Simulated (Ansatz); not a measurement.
# ZrSeBr2: one candidate of a structure search

The task: take a trial cell of ZrSeBr2 to zero force and stress.

Method: DFT PBE, scalar-relativistic, plane waves, PAW, in Ansatz 0.2.0.

## Step 1: The structure to begin with

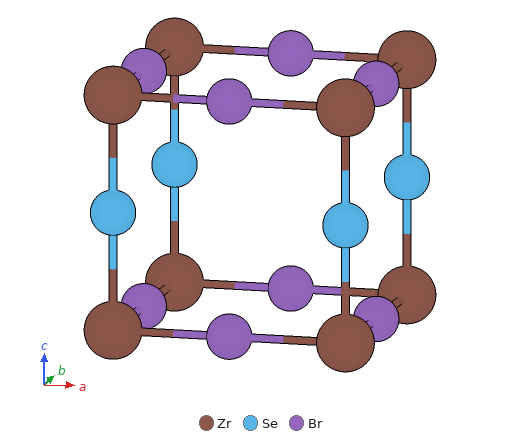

Start, viewed slightly off an axis; zirconium brown, selenium blue, bromine purple. Atoms on the faces are drawn again on the opposite ones.

As a file:

```cif
data_structure
_symmetry_space_group_name_H-M 'P4/mmm'
_symmetry_Int_Tables_number 123
_cell_length_a 5.5175
_cell_length_b 5.5175
_cell_length_c 5.5175
_cell_angle_alpha 90.000
_cell_angle_beta 90.000
_cell_angle_gamma 90.000
_cell_volume 167.97
loop_
_atom_site_label
_atom_site_type_symbol
_atom_site_symmetry_multiplicity
_atom_site_Wyckoff_symbol
_atom_site_fract_x
_atom_site_fract_y
_atom_site_fract_z
_atom_site_occupancy
Zr1 Zr 1 a 0.00000 0.00000 0.00000 1
Se1 Se 1 b 0.00000 0.00000 0.50000 1
Br1 Br 2 f 0.50000 0.00000 0.00000 1
```

A structure generator made this guess: ordered mixture on the anion sites of rhenium trioxide (P4/mmm, No. 123). The dimensions are guesses.

## Step 2: Probe: one point on a coarse mesh

Input file input.yaml:

```yaml
crystal:
  lattice:
    - [5.51746595, 0.0, 0.0]
    - [0.0, 5.51746595, 0.0]
    - [0.0, 0.0, 5.51746595]
  atoms:
    - { symbol: Zr, position: [0.0, 0.0, 0.0] }
    - { symbol: Se, position: [0.0, 0.0, 0.5] }
    - { symbol: Br, position: [0.5, 0.0, 0.0] }
    - { symbol: Br, position: [0.0, 0.5, 0.0] }
basis:
  ecutwfc: 420
kpoints:
  mp_grid: { grid: [4, 4, 4] }
hamiltonian:
  xc: pbe
scf:
  occupations: { method: gaussian, width: 0.1 }
  lower_state_search: "off"
output:
  forces: true
  stress: true
  eigenvalues: true
```

The run is started by

```
$ ansatz run input.yaml --threads 1 --pin off --max-ram 2048MiB --backend cpu --events-out ev --progress --plain --runs-dir out
```

The log of the run, shortened:

```text
[...]
SCF converged after 7 iterations
Free energy (F): -15223.288246 eV
[...]
E sigma→0 (E₀):  -15223.287596 eV
Entropy (-TS):   -0.001300 eV (-0.325 meV/atom)
Fermi energy:    2.227175 eV
[...]
--- Forces (eV/Å), atoms counted from 1 ---
  atom   1  Zr    -0.00000000     0.00000000     0.00000000
  atom   2  Se    -0.00000000    -0.00000000     0.00000000
  atom   3  Br     0.00000000    -0.00000000     0.00000000
  atom   4  Br     0.00000000     0.00000000     0.00000000
[...]
--- Stress (GPa, compression-positive) ---
       -2.101677       0.000000       0.000000
        0.000000      -2.101677       0.000000
        0.000000       0.000000      -8.011207
  P = ⅓ Tr σ = -4.0715 GPa (-40.715 kbar)
--- Band table (eV; the first three rows and the last of 18) ---
  k-point 0: bands = ["-48.3210", "-44.0108", "-43.9973", "-43.9973", "-43.9824", "-43.9823", "-26.3521", "-26.3521", "-26.0398", "-12.8802", "-12.6056", "-9.0621", "-1.7246", "-1.7246", "-0.8554", "-0.0013", "-0.0013", "0.0588", "1.4764", "2.0570", "2.0570", "2.3537", "2.5764", "2.5764", [...]
[...]
```

It took 5 s on 1 thread of Arm Neoverse V1, shared host; peak memory 0.41 GiB.

From the probe: pressure -4.1 GPa, largest force 0.00 eV/Å, gap on this mesh 0.29 eV. A cheap, loose relaxation comes first.

## Step 3: Rough relaxation on the coarse mesh

Edit input.yaml of step 2 so:

```diff
@@ -23 +23,6 @@
   eigenvalues: true
+relax:
+  adjacent_minimum: "off"
+  f_tol: 0.04
+  max_steps: 70
+  cell: { stress_tol: 0.4 }
```

The run is started by

```
$ ansatz run input.yaml --threads 1 --pin off --max-ram 2048MiB --backend cpu --events-out ev --progress --plain --runs-dir out
```

The log of the run:

```text
Warning: RAYON_NUM_THREADS=1 ignored (pool sized by the plan → 1); use --threads N
Engine: ansatz 0.2.0, aarch64-unknown-linux-gnu
Pseudopotentials: kind: paw
Pseudopotential: Zr, paw, valence charge 12, recommended cutoff 420 eV (normal), Zr.paw.azcp
Pseudopotential: Se, paw, valence charge 16, recommended cutoff 420 eV (normal), Se.paw.azcp
Pseudopotential: Br, paw, valence charge 7, recommended cutoff 420 eV (normal), Br.paw.azcp
Functional definition: PBE
  parameter kappa = 0.804
  parameter beta = 0.06672455060314922
  exchange = pbe_x(kappa = kappa, mu = beta*pi^2/3)
  correlation = pbe_c(beta = beta)
Crystal: 4 atoms, lattice volume = 167.965 Å³
Basis set: ecut = 420 eV, 3287 PW (Γ), exchange–correlation on 80×80×80 points (8 copies of the dense FFT grid, shifted against one another)
Bands: 26, of which v1, the nominal top of the filled ones, is band 21 counted from 1 (20 counted from 0)
Symmetry: 16 space group operations
Space group: P4/mmm (ITA 123), of the structure as read, at distance tolerance 5.5e-5 Å
k-points: 18 of 64
Non-local potential: Zr, projectors of the file, l = 0: 3, l = 1: 2, l = 2: 2, l = 3: 2
Non-local potential: Se, projectors of the file, l = 0: 2, l = 1: 2, l = 2: 3, l = 3: 1
Non-local potential: Br, projectors of the file, l = 0: 2, l = 1: 2, l = 2: 2
PAW form: soft (Blöchl's): semilocal exchange-correlation on the pseudo side does not see the compensation charge
PAW one-centre angular grid: Zr, 590 points (default); XC on 64 Gauss nodes
PAW one-centre angular grid: Se, 590 points (default); XC on 64 Gauss nodes
PAW one-centre angular grid: Br, 110 points (default); XC on 64 Gauss nodes
Initial density: superposition of atomic densities (neutral atoms: chi_scale 0, normalization atom), corrected by the library's trained network
Initial wavefunctions: pseudopotential atomic-orbital guess
Functional: x = pbe(κ = 0.804, μ = 0.2195149727645171), c = pbe(β = 0.06672455060314922)
SCF iter   1: F=—  HF=-15223.289848 eV  |F-HF|=—  |Δ(HF+E_count)|=         —  Δρ=2.47e-3  dr2=8.51e-3  ethr=1.77e-3  ⟨swp⟩=6.3  Hψ=2169  notcnv=0
preconditioner: auto → Resta (q_TF=auto, 2.166 Å⁻¹)  ε∞=4.7  [insulator: Δε(μ)=0.310 eV  Ē_g=7.301 eV  σ=0.100 eV  W_gap=0.97  n_scr=26 (ndim 8)  ℏωp=14.0 eV  f_vac=0.260  D(μ)=0.19/eV (n_scr^D=0)  ε∞_Penn≈4.7  vacuum switching on, ρ_ref=3.9e-3 e/Å³]
SCF iter   2: F=—  HF=-15223.288824 eV  |F-HF|=—  |Δ(HF+E_count)|=   1.02e-3  Δρ=1.18e-3  dr2=2.62e-3  ethr=2.03e-5  ⟨swp⟩=2.2  Hψ=972  notcnv=0  defer=1
SCF iter   3: F=—  HF=-15223.288565 eV  |F-HF|=—  |Δ(HF+E_count)|=   2.59e-4  Δρ=7.54e-4  dr2=1.90e-3  ethr=6.25e-6  ⟨swp⟩=2.8  Hψ=817  notcnv=0  defer=1
SCF iter   4: F=—  HF=-15223.288294 eV  |F-HF|=—  |Δ(HF+E_count)|=   2.71e-4  Δρ=1.52e-4  dr2=5.88e-5  ethr=4.52e-6  ⟨swp⟩=2.0  Hψ=544  notcnv=0  defer=1
SCF iter   5: F=—  HF=-15223.288242 eV  |F-HF|=—  |Δ(HF+E_count)|=   5.19e-5  Δρ=5.57e-5  dr2=6.22e-6  ethr=1.40e-7  ⟨swp⟩=2.1  Hψ=621  notcnv=0  defer=1
SCF iter   6: F=—  HF=-15223.288246 eV  |F-HF|=—  |Δ(HF+E_count)|=   3.47e-6  Δρ=1.62e-5  dr2=5.15e-7  ethr=1.48e-8  ⟨swp⟩=2.2  Hψ=776  notcnv=0  defer=1
SCF iter   7: F=-15223.288246 eV  HF=-15223.288246 eV  |F-HF|=5.24e-9  |Δ(HF+E_count)|=   2.39e-7  Δρ=4.20e-6  dr2=5.59e-8  ethr=2.38e-10  ⟨swp⟩=8.3  Hψ=2180  notcnv=0
SCF 1 converged in 7 iterations: F = -15223.288246 eV  dr2 = 5.59e-8
relax step   1: F+E_penalty+E_count = -15223.28824582 eV  Δ(F+E_penalty+E_count) = +0.000e0 eV  max|allowed force component| = 3.787e-29 eV/Å  Δτ_max = 0.0000 Å  P = -4.072 GPa  Ω = 167.965 Å³  (7 SCF iters, dr2 threshold 1.00e-7 eV, accepted)
Crystal: 4 atoms, lattice volume = 155.716 Å³
Basis set: ecut = 420 eV, 3053 PW (Γ), exchange–correlation on 80×80×80 points (8 copies of the dense FFT grid, shifted against one another)
Initial density: handed on by an earlier stage of this run
Initial wavefunctions: those handed on with the density
iter 1 solved again at ethr=2.43e-4 eV; its pass at ethr=3.10e-3 eV (dr2=1.02e-1 eV) is discarded
SCF iter   1: F=—  HF=-15223.657899 eV  |F-HF|=—  |Δ(HF+E_count)|=         —  Δρ=4.72e-3  dr2=1.03e-1  ethr=2.43e-4  ⟨swp⟩=1.1  Hψ=2496  notcnv=0
preconditioner: auto → Resta (q_TF=auto, 2.193 Å⁻¹)  ε∞=4.7  [insulator: Δε(μ)=0.343 eV  Ē_g=7.567 eV  σ=0.100 eV  W_gap=0.98  n_scr=26 (ndim 8)  ℏωp=14.6 eV  f_vac=0.240  D(μ)=0.08/eV (n_scr^D=0)  ε∞_Penn≈4.7]
SCF iter   2: F=—  HF=-15223.635349 eV  |F-HF|=—  |Δ(HF+E_count)|=   2.26e-2  Δρ=2.29e-3  dr2=1.65e-2  ethr=2.43e-4  ⟨swp⟩=2.0  Hψ=650  notcnv=0
SCF iter   3: F=—  HF=-15223.631157 eV  |F-HF|=—  |Δ(HF+E_count)|=   4.19e-3  Δρ=1.09e-3  dr2=5.09e-3  ethr=3.94e-5  ⟨swp⟩=2.0  Hψ=647  notcnv=0
SCF iter   4: F=—  HF=-15223.629434 eV  |F-HF|=—  |Δ(HF+E_count)|=   1.72e-3  Δρ=3.00e-4  dr2=4.77e-4  ethr=1.21e-5  ⟨swp⟩=2.0  Hψ=857  notcnv=0
SCF iter   5: F=—  HF=-15223.629302 eV  |F-HF|=—  |Δ(HF+E_count)|=   1.33e-4  Δρ=1.85e-4  dr2=1.18e-4  ethr=1.14e-6  ⟨swp⟩=2.0  Hψ=846  notcnv=0
SCF iter   6: F=—  HF=-15223.629246 eV  |F-HF|=—  |Δ(HF+E_count)|=   5.53e-5  Δρ=4.55e-5  dr2=9.56e-6  ethr=2.81e-7  ⟨swp⟩=2.1  Hψ=552  notcnv=0
SCF iter   7: F=—  HF=-15223.629235 eV  |F-HF|=—  |Δ(HF+E_count)|=   1.11e-5  Δρ=1.59e-5  dr2=7.40e-7  ethr=2.28e-8  ⟨swp⟩=2.3  Hψ=763  notcnv=0
SCF iter   8: F=-15223.629233 eV  HF=-15223.629233 eV  |F-HF|=1.64e-7  |Δ(HF+E_count)|=   2.44e-6  Δρ=4.27e-6  dr2=3.67e-8  ethr=9.52e-10  ⟨swp⟩=7.2  Hψ=2063  notcnv=0
SCF 2 converged in 8 iterations: F = -15223.629233 eV  dr2 = 3.67e-8
relax step   2: F+E_penalty+E_count = -15223.62923256 eV  Δ(F+E_penalty+E_count) = -3.410e-1 eV  max|allowed force component| = 6.385e-30 eV/Å  Δτ_max = 0.0000 Å  P = -1.584 GPa  Ω = 155.716 Å³  energy of the carried Pulay correction = +6.960e-4 eV  (8 SCF iters, dr2 threshold 4.00e-7 eV, accepted)
Crystal: 4 atoms, lattice volume = 148.404 Å³
Basis set: ecut = 420 eV, 2893 PW (Γ), exchange–correlation on 80×80×80 points (8 copies of the dense FFT grid, shifted against one another)
iter 1 solved again at ethr=1.34e-4 eV; its pass at ethr=3.10e-3 eV (dr2=5.62e-2 eV) is discarded
SCF iter   1: F=—  HF=-15223.679613 eV  |F-HF|=—  |Δ(HF+E_count)|=         —  Δρ=3.86e-3  dr2=5.73e-2  ethr=1.34e-4  ⟨swp⟩=1.8  Hψ=2685  notcnv=0
preconditioner: auto → Resta (q_TF=auto, 2.211 Å⁻¹)  ε∞=4.6  [insulator: Δε(μ)=0.525 eV  Ē_g=7.866 eV  σ=0.100 eV  W_gap=1.00  n_scr=26 (ndim 8)  ℏωp=14.9 eV  f_vac=0.235  D(μ)=0.00/eV (n_scr^D=0)  ε∞_Penn≈4.6]
SCF iter   2: F=—  HF=-15223.665848 eV  |F-HF|=—  |Δ(HF+E_count)|=   1.38e-2  Δρ=1.80e-3  dr2=8.80e-3  ethr=1.34e-4  ⟨swp⟩=2.0  Hψ=595  notcnv=0
SCF iter   3: F=—  HF=-15223.663291 eV  |F-HF|=—  |Δ(HF+E_count)|=   2.56e-3  Δρ=7.24e-4  dr2=2.07e-3  ethr=2.09e-5  ⟨swp⟩=2.0  Hψ=667  notcnv=0
SCF iter   4: F=—  HF=-15223.662652 eV  |F-HF|=—  |Δ(HF+E_count)|=   6.40e-4  Δρ=2.23e-4  dr2=2.09e-4  ethr=4.93e-6  ⟨swp⟩=2.1  Hψ=804  notcnv=0
SCF iter   5: F=—  HF=-15223.662572 eV  |F-HF|=—  |Δ(HF+E_count)|=   8.00e-5  Δρ=1.40e-4  dr2=6.10e-5  ethr=4.96e-7  ⟨swp⟩=2.0  Hψ=844  notcnv=0
SCF iter   6: F=—  HF=-15223.662562 eV  |F-HF|=—  |Δ(HF+E_count)|=   1.00e-5  Δρ=3.06e-5  dr2=3.67e-6  ethr=1.45e-7  ⟨swp⟩=2.0  Hψ=563  notcnv=0
SCF iter   7: F=-15223.662556 eV  HF=-15223.662556 eV  |F-HF|=9.02e-7  |Δ(HF+E_count)|=   5.14e-6  Δρ=9.96e-6  dr2=2.64e-7  ethr=9.52e-10  ⟨swp⟩=4.7  Hψ=2141  notcnv=0
SCF 3 converged in 7 iterations: F = -15223.662556 eV  dr2 = 2.64e-7
relax step   3: F+E_penalty+E_count = -15223.66255555 eV  Δ(F+E_penalty+E_count) = -3.332e-2 eV  max|allowed force component| = 7.716e-30 eV/Å  Δτ_max = 0.0000 Å  P = +0.899 GPa  Ω = 148.404 Å³  energy of the carried Pulay correction = +1.135e-3 eV  (7 SCF iters, dr2 threshold 4.00e-7 eV, accepted)
Crystal: 4 atoms, lattice volume = 150.969 Å³
Basis set: ecut = 420 eV, 2973 PW (Γ), exchange–correlation on 80×80×80 points (8 copies of the dense FFT grid, shifted against one another)
iter 1 solved again at ethr=1.95e-5 eV; its pass at ethr=3.10e-3 eV (dr2=8.20e-3 eV) is discarded
SCF iter   1: F=—  HF=-15223.678234 eV  |F-HF|=—  |Δ(HF+E_count)|=         —  Δρ=1.50e-3  dr2=8.38e-3  ethr=1.95e-5  ⟨swp⟩=2.1  Hψ=2637  notcnv=0
preconditioner: auto → Resta (q_TF=auto, 2.204 Å⁻¹)  ε∞=4.5  [insulator: Δε(μ)=0.555 eV  Ē_g=7.907 eV  σ=0.100 eV  W_gap=1.00  n_scr=26 (ndim 8)  ℏωp=14.8 eV  f_vac=0.243  D(μ)=0.00/eV (n_scr^D=0)  ε∞_Penn≈4.5]
SCF iter   2: F=—  HF=-15223.676225 eV  |F-HF|=—  |Δ(HF+E_count)|=   2.01e-3  Δρ=7.14e-4  dr2=1.34e-3  ethr=1.95e-5  ⟨swp⟩=1.6  Hψ=491  notcnv=0
SCF iter   3: F=—  HF=-15223.675831 eV  |F-HF|=—  |Δ(HF+E_count)|=   3.94e-4  Δρ=2.86e-4  dr2=3.19e-4  ethr=3.19e-6  ⟨swp⟩=2.0  Hψ=648  notcnv=0
SCF iter   4: F=—  HF=-15223.675698 eV  |F-HF|=—  |Δ(HF+E_count)|=   1.33e-4  Δρ=8.45e-5  dr2=2.57e-5  ethr=7.61e-7  ⟨swp⟩=2.0  Hψ=809  notcnv=0
SCF iter   5: F=—  HF=-15223.675694 eV  |F-HF|=—  |Δ(HF+E_count)|=   4.39e-6  Δρ=4.74e-5  dr2=7.29e-6  ethr=6.12e-8  ⟨swp⟩=2.0  Hψ=828  notcnv=0
SCF iter   6: F=—  HF=-15223.675691 eV  |F-HF|=—  |Δ(HF+E_count)|=   2.70e-6  Δρ=1.10e-5  dr2=5.27e-7  ethr=1.74e-8  ⟨swp⟩=2.5  Hψ=751  notcnv=0
SCF iter   7: F=-15223.675690 eV  HF=-15223.675690 eV  |F-HF|=1.66e-7  |Δ(HF+E_count)|=   9.01e-7  Δρ=4.02e-6  dr2=4.23e-8  ethr=9.52e-10  ⟨swp⟩=5.9  Hψ=1854  notcnv=0
SCF 4 converged in 7 iterations: F = -15223.675690 eV  dr2 = 4.23e-8
relax step   4: F+E_penalty+E_count = -15223.67568998 eV  Δ(F+E_penalty+E_count) = -1.313e-2 eV  max|allowed force component| = 4.530e-30 eV/Å  Δτ_max = 0.0000 Å  P = -0.109 GPa  Ω = 150.969 Å³  energy of the carried Pulay correction = +9.793e-4 eV  (7 SCF iters, dr2 threshold 4.00e-7 eV, accepted)
Basis set: ecut = 420 eV, 2973 PW (Γ), exchange–correlation on 80×80×72 points (8 copies of the dense FFT grid, shifted against one another)
Initial wavefunctions: pseudopotential atomic-orbital guess (no wavefunctions were taken with the density)
iter 1 solved again at ethr=1.18e-7 eV; its pass at ethr=3.10e-3 eV (dr2=4.97e-5 eV) is discarded
SCF iter   1: F=—  HF=-15223.674742 eV  |F-HF|=—  |Δ(HF+E_count)|=         —  Δρ=6.11e-5  dr2=7.13e-7  ethr=1.18e-7  ⟨swp⟩=4.1  Hψ=3728  notcnv=0
preconditioner: auto → Resta (q_TF=auto, 2.204 Å⁻¹)  ε∞=4.5  [insulator: Δε(μ)=0.529 eV  Ē_g=7.870 eV  σ=0.100 eV  W_gap=1.00  n_scr=26 (ndim 8)  ℏωp=14.8 eV  f_vac=0.241  D(μ)=0.00/eV (n_scr^D=0)  ε∞_Penn≈4.5]
SCF iter   2: F=—  HF=-15223.674676 eV  |F-HF|=—  |Δ(HF+E_count)|=   6.66e-5  Δρ=3.23e-5  dr2=2.39e-7  ethr=1.70e-9  ⟨swp⟩=2.0  Hψ=827  notcnv=0
SCF iter   3: F=—  HF=-15223.674676 eV  |F-HF|=—  |Δ(HF+E_count)|=   6.58e-7  Δρ=9.31e-6  dr2=4.89e-8  ethr=5.69e-10  ⟨swp⟩=2.0  Hψ=822  notcnv=0
SCF iter   4: F=—  HF=-15223.674676 eV  |F-HF|=—  |Δ(HF+E_count)|=   2.83e-8  Δρ=2.11e-6  dr2=4.12e-9  ethr=1.17e-10  ⟨swp⟩=2.9  Hψ=844  notcnv=0
SCF iter   5: F=-15223.674676 eV  HF=-15223.674676 eV  |F-HF|=3.63e-9  |Δ(HF+E_count)|=   5.57e-9  Δρ=5.12e-7  dr2=7.82e-10  ethr=6.10e-12  ⟨swp⟩=5.5  Hψ=1703  notcnv=0
SCF 5 converged in 5 iterations: F = -15223.674676 eV  dr2 = 7.82e-10
relax step   5: F+E_penalty+E_count = -15223.67467648 eV  Δ(F+E_penalty+E_count) = +1.013e-3 eV  max|allowed force component| = 4.511e-30 eV/Å  Δτ_max = 0.0000 Å  P = -0.109 GPa  Ω = 150.969 Å³  stress off target by 2.71e-1 GPa  SCF on the basis re-selected at this cell (its energy is not comparable with the rows above)  (5 SCF iters)
basis re-selected at this cell: Δ(F+E_penalty+E_count) = +1.013e-3 eV, ΔP = +0.001 GPa vs the last step (what re-selecting the basis moved, of the pressure what is left beyond the Pulay correction that the steps carried, after the strain that the cell walked since its last selection, with what the two solves' SCF thresholds leave and, on support functions, any second-order correction that the steps lacked; it is no measure of the basis error at this ecutwfc). The dense FFT grid was sized anew with the basis: this SCF ran on 40×40×36 points, the steps before it on 40×40×40, so part of this shift can come from that change (see relax.cell in the input reference). This SCF's stress stands 2.71e-1 GPa from its target on what of the cell is left free (relax.cell.stress_tol is 4.00e-1 GPa) and its largest allowed force component is 4.51e-30 eV/Å (relax.f_tol is 4.00e-2 eV/Å): within both
SCF converged after 5 iterations
Free energy (F): -15223.674676 eV
Harris-Foulkes:  -15223.674676 eV  (|F-HF|=3.63e-9)
Internal energy: -15223.674671 eV  (E = F + TS)
E sigma→0 (E₀):  -15223.674674 eV
Entropy (-TS):   -0.000006 eV (-0.001 meV/atom)
Fermi energy:    3.125666 eV
--- Per-component energies (eV) ---
  E_band       = -732.901368
  E_kinetic    = 715.980926
  E_local      = -5353.435919  (includes V_loc(G=0)·N_el)
  E_nonlocal   = -377.796787
  E_hartree    = 2329.860173
  E_xc         = -793.986315
  E_vxc        = -494.856933  (∫ρ·V_xc dr)
  E_paw        = -9357.221651  (= ΣΔE_a)
  E_vpaw       = 117.486909  (= ΣTr[D̂ρ^β])
  E_aug_tail   = -0.000613  (compensation charges beyond the density's cutoff)
  E_ewald      = -2387.074485
  E_smearing   = -0.000006  (= −TS)
  E_closure    = -0.000000  (closes the sum)
  Σ components = -15223.674676   (vs F -15223.674676, Δ=0.00e0)
--- Forces (eV/Å), atoms counted from 1 ---
  atom   1  Zr    -0.00000000    -0.00000000     0.00000000
  atom   2  Se    -0.00000000    -0.00000000     0.00000000
  atom   3  Br     0.00000000     0.00000000     0.00000000
  atom   4  Br     0.00000000    -0.00000000     0.00000000
  max |Σ_I F_I| component: 2.47e-30 eV/Å
--- Stress (GPa, compression-positive) ---
       -0.027573       0.000000       0.000000
        0.000000      -0.027573       0.000000
        0.000000       0.000000      -0.270526
  P = ⅓ Tr σ = -0.1086 GPa (-1.086 kbar)
--- Band table (eV; the first three rows and the last of 18) ---
  k-point 0: bands = ["-47.0095", "-43.1950", "-43.1810", "-43.1810", "-43.1803", "-43.1802", "-25.0842", "-25.0842", "-24.8342", "-12.0439", "-11.7261", "-8.6248", "-0.8962", "-0.8962", "-0.0139", "0.9166", "0.9166", "0.9815", "2.4979", "2.7694", "2.7694", "3.3802", "3.4817", "3.4817", "4.4219", "4.9518"]
  k-point 1: bands = ["-47.0086", "-43.1966", "-43.1810", "-43.1810", "-43.1803", "-43.1802", "-25.0838", "-25.0838", "-24.8384", "-12.0316", "-11.7229", "-8.4078", "-0.8295", "-0.8295", "-0.3087", "0.8823", "0.9252", "0.9252", "1.0442", "1.7323", "1.7323", "3.3968", "4.4255", "4.9366", "4.9366", "5.4329"]
  k-point 2: bands = ["-47.0077", "-43.1983", "-43.1810", "-43.1810", "-43.1803", "-43.1802", "-25.0834", "-25.0834", "-24.8426", "-12.0196", "-11.7197", "-8.1626", "-0.8368", "-0.7475", "-0.7475", "0.3713", "0.7879", "0.9354", "0.9354", "1.2152", "1.2152", "3.4136", "4.4291", "5.5702", "5.9979", "5.9979"]
  k-point 17: bands = ["-47.0076", "-43.1983", "-43.1810", "-43.1810", "-43.1803", "-43.1802", "-25.0929", "-25.0929", "-24.8421", "-11.6543", "-11.6543", "-8.1309", "-2.5105", "-1.6337", "-0.8157", "-0.6645", "-0.4851", "-0.4851", "1.5540", "2.8510", "2.8510", "5.2599", "6.0638", "6.0638", "8.3165", "8.4385"]
--- Relaxed structure (4 steps of the walk, 4 accepted, 1 SCFs on fresh bases) ---
  F+E_penalty+E_count = -15223.67467648 eV   max|allowed force component| = 4.511e-30 eV/Å   (the final SCF, on the basis selected at the relaxed cell)
  cell:  # Å, volume = 150.9691 Å³
    - [5.426550682547286, 4.814824860968089e-35, 0.0]
    - [4.814824860968089e-35, 5.426550682547286, 0.0]
    - [0.0, 0.0, 5.126729773125237]
  atoms:
    - { symbol: Zr, position: [-4.232359707755601e-34, -2.1816287153363169e-35, 0.0] }
    - { symbol: Se, position: [7.417537632146373e-35, -1.3089772292034568e-35, 0.5] }
    - { symbol: Br, position: [0.5, -1.3089772292050442e-35, 0.0] }
    - { symbol: Br, position: [5.628602085572622e-34, 0.5, 0.0] }
```

Run time: 28 s. Hardware: 1 thread of Arm Neoverse V1, shared host; peak memory 0.44 GiB.

The steps of the relaxation:

```csv
step,energy from step 1 (eV/cell),largest force component (eV/Å),pressure (GPa),volume (Å³)
1,0.0000,0.0000,-4.07,167.97
2,-0.3410,0.0000,-1.58,155.72
3,-0.3743,0.0000,0.90,148.40
4,-0.3874,0.0000,-0.11,150.97
5,-0.3864,0.0000,-0.11,150.97
```

Step 1 is the start. Step 5 repeats the geometry before it on a plane-wave basis chosen anew for that cell, so its energy need not be comparable with the rows above.

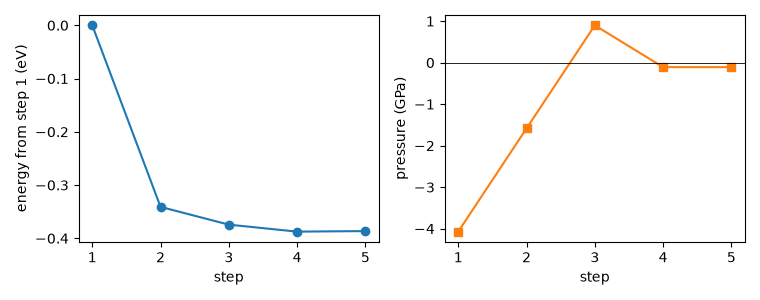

Energy and pressure along the relaxation.

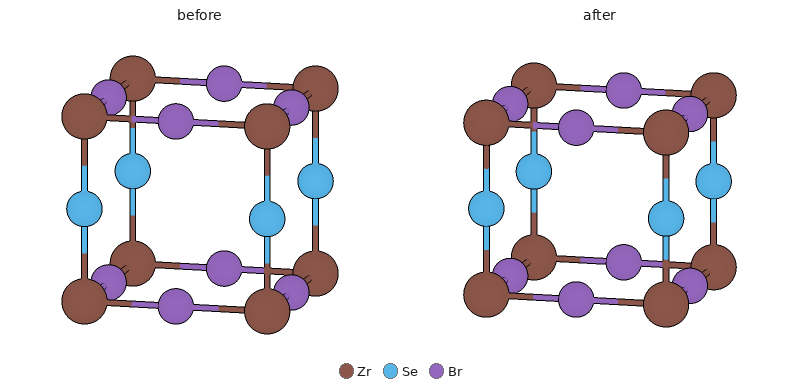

Before and after, at one scale.

|  | before | after | change |
| --- | --- | --- | --- |
| a (Å) | 5.517 | 5.427 | -1.6 % |
| b (Å) | 5.517 | 5.427 | -1.6 % |
| c (Å) | 5.517 | 5.127 | -7.1 % |
| volume (Å³/atom) | 41.99 | 37.74 | -10.1 % |
| shortest distance (Å) | 2.759 | 2.563 | -7.1 % |
| space group (0.01 Å) | P4/mmm | P4/mmm | same |

The run keeps the 16 symmetry operations of the start, so it could not have lowered the symmetry.

(Part 1 of 2 ends here.)
